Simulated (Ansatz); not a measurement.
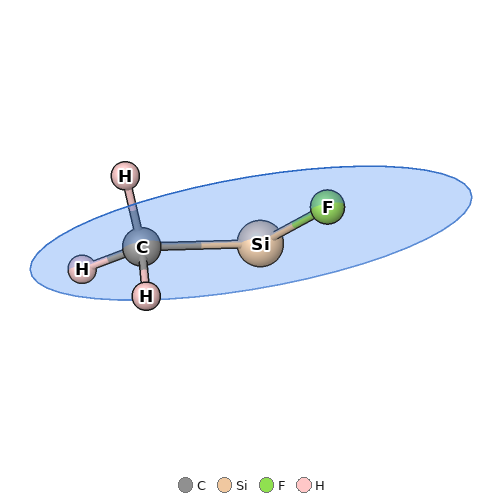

All proper rotation axes (lines) and mirror planes (discs) of the structure are drawn in. Distant atoms are faded towards the background colour. The geometry was computed by an optimisation with PBE-D4/def2-SVP. No frequency run is at hand to confirm it as a minimum.

Q: Name the symmetry elements and the point group.

A: It has 1 mirror plane. Point group Cs. The group has 2 operations. The geometry is achiral, and symmetry allows a dipole moment.
